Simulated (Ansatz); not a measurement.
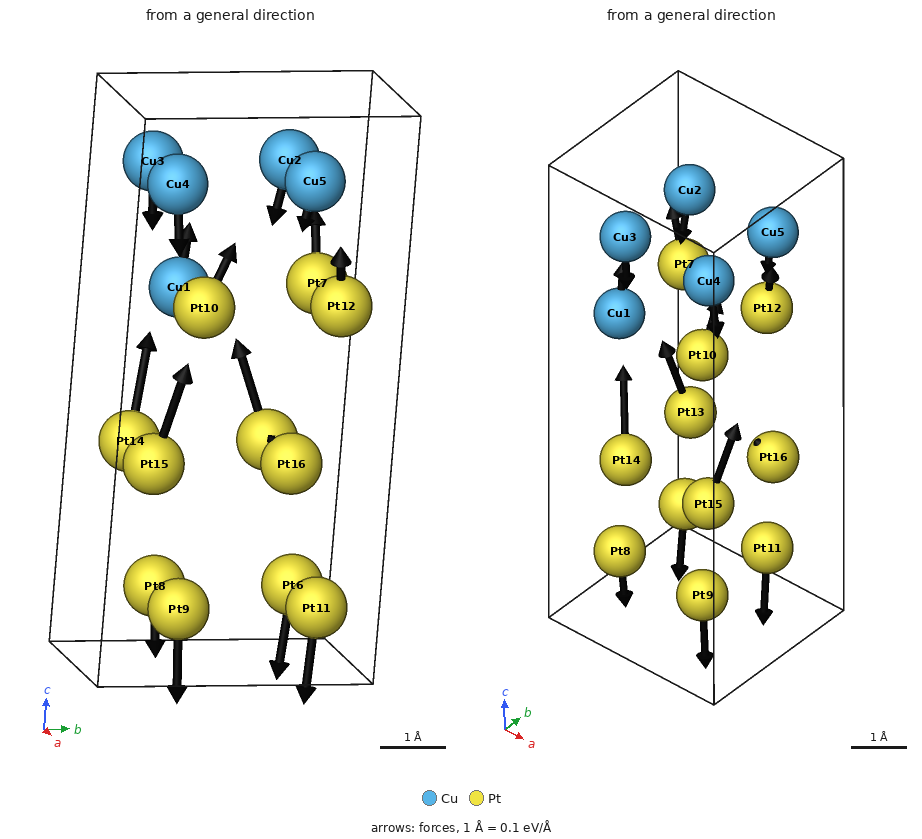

The figure gives a spheres-only picture of the atoms, viewed from two general directions. The wireframe shows the cell (the run's own, in a reduced setting). The arrows are the computed forces on the atoms.

System: Cu5Pt11. Calculation details: DFT r2SCAN, scalar-relativistic, plane waves, PAW in Ansatz 0.2.0; a basis cut at 500 eV, k-points about 0.22 Å⁻¹ apart, Gaussian smearing of 0.1 eV, no spin polarisation.

Is this an equilibrium geometry?

Answer. No. The atoms still feel forces of up to about 0.13 eV/Å, above a usual threshold of 0.01 to 0.03 eV/Å.

Its origin is a structure type filled with these elements by a generator (whether the compound takes this form wasn't checked). Earlier steps of the study, as a rule a relaxation of our own, may have changed the cell and positions, so they can lie some per cent off the listed ones. It was the input of a calculation with Ansatz.
